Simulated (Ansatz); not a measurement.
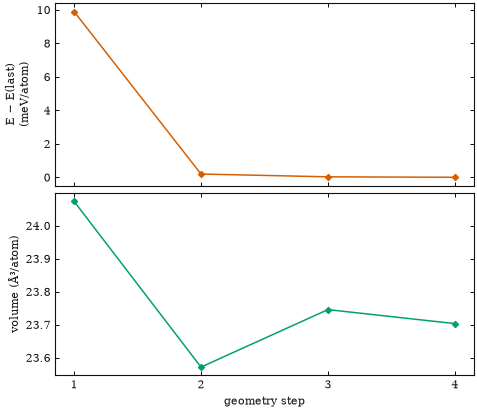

History of a geometry optimisation. Atoms and cell relax. A closing SCF on a freshly chosen basis isn't drawn.

- system: YCu2Sb3 (P6/mmm, 6 atoms in the cell)
- method: DFT PBE, scalar-relativistic, plane waves, PAW (Ansatz); cutoff 420 eV, 9×9×10 k-mesh, Gaussian smearing of 0.1 eV

Q: How did it end, and what did it gain?

A: The optimisation met its thresholds at geometry 4, counting the start as the first. The energy fell by about 9.9 meV/atom from the first step to the last. All forces vanish by symmetry, so only the cell moves.

Q: Was the starting cell too large or too small?

A: The volume shrinks from 24.07 to 23.70 Å³ per atom (−1.5 %), overshooting to 23.57 at step 2. The start was expanded.
